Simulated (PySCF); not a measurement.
SMILES Fc1ccccc1-c1cc2sccc2s1 at its GFN2-xTB optimised geometry (Å):

```
22

F     -1.1814    -2.7696     0.0000
C      0.1324    -2.4527     0.0000
C      1.0282    -3.5034     0.0000
C      2.3872    -3.2460     0.0000
C      2.8301    -1.9332     0.0000
C      1.9238    -0.8934     0.0000
C      0.5417    -1.1145     0.0000
C     -0.3796     0.0022     0.0000
C     -1.7503     0.0022     0.0000
C     -2.2761     1.3034     0.0000
S     -3.8700     1.9733     0.0000
C     -3.2106     3.5745     0.0000
C     -1.8531     3.6103     0.0000
C     -1.3153     2.3083     0.0000
S      0.2726     1.6399     0.0000
H      0.6449    -4.5118     0.0000
H      3.0910    -4.0634     0.0000
H      3.8878    -1.7187     0.0000
H      2.2820     0.1255     0.0000
H     -2.3614    -0.8794     0.0000
H     -3.8878     4.4055     0.0000
H     -1.2689     4.5118     0.0000
```

Level of theory: PBE/def2-SVP (PySCF).

Map of the electron localisation function on the plane z = 1.2 Å:

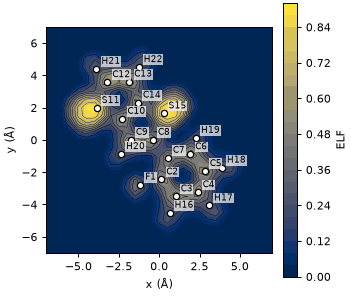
Figure: Electron localisation function on the plane z = 1.2 Å.
